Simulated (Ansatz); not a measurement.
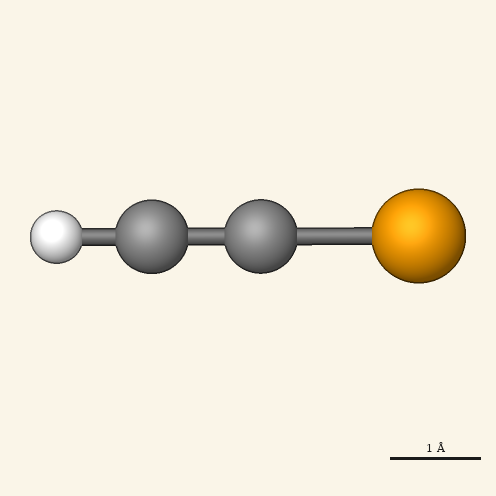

Ball-and-stick drawing of a structure. Colours: carbon grey, selenium orange, hydrogen white.

Charge 0, doublet.

Description:

It has 4 atoms: 2 carbon, 1 hydrogen and 1 selenium (C₂HSe). This geometry has C∞v symmetry. It is an open-shell species. All atoms lie on one line. Coordination: 2 C linear.

More results for the same structure follow; atom numbers are the same in all pictures, views and colours differ. The computed structure is the end point of a PBE0-D4/def2-TZVP optimisation. No frequency run is at hand to confirm it as a minimum.

### Dipole moment

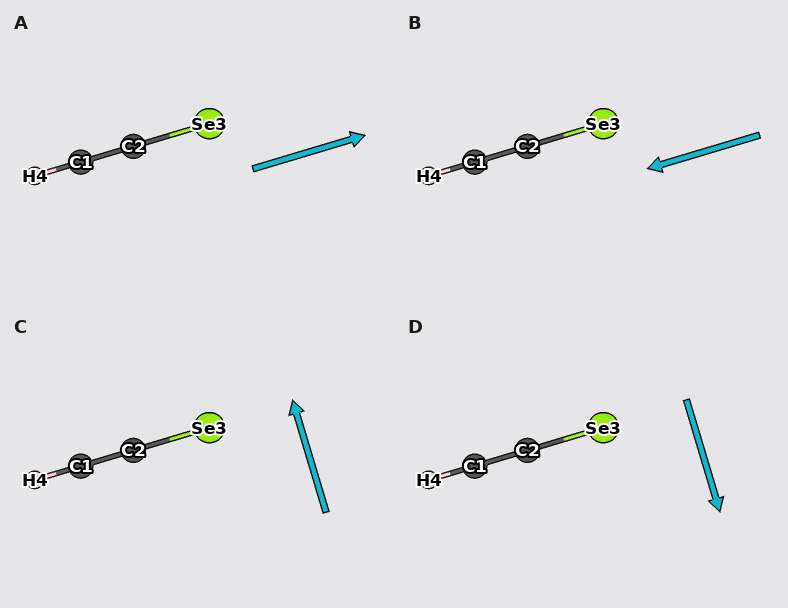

The same molecule four times, each with an arrow. No frequency run is at hand to confirm it as a minimum. Method: UKS PBE0-D4/def2-TZVP (Ansatz 0.2.0).

Question: Which arrow points along the dipole moment, from the negative to the positive end?

Answer: B. The dipole moment is 0.95 D; it points from the side of Se3 to the side of H4 (the outermost atoms at the two ends).

### Charges

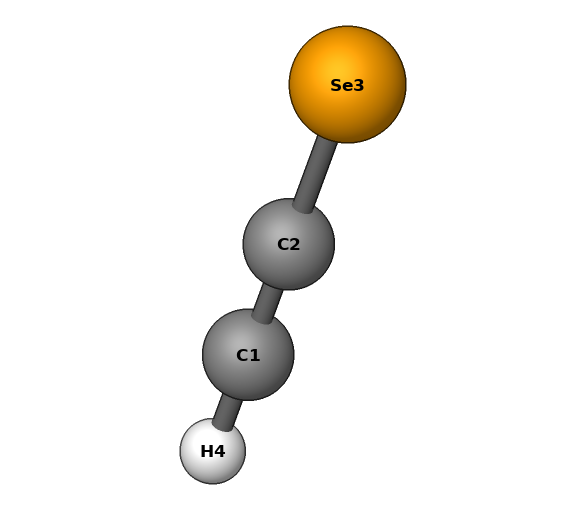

The questions are on Mulliken charges. No frequency run is at hand to confirm it as a minimum. Level of theory: UKS PBE0-D4/def2-TZVP (Ansatz 0.2.0).

Question: Which atom carries the highest charge (most positive or least negative)?

Answer: H4 (0.19 e).

Question: And the lowest?

Answer: C1 (−0.18 e).

List the Mulliken charges.

| atom | value (e) |
| --- | --- |
| C1 | −0.18 |
| C2 | −0.08 |
| Se3 | 0.07 |
| H4 | 0.19 |

### Electronic properties

No frequency run is at hand to confirm it as a minimum. Level of theory: UKS PBE0-D4/def2-TZVPP (Ansatz 0.2.0).

Computed properties:

- HOMO energy (Kohn–Sham orbital): −6.58 eV
- ⟨S²⟩ of the determinant: 0.768

Mulliken values depend strongly on the basis set and can even reverse the polarity of a bond.
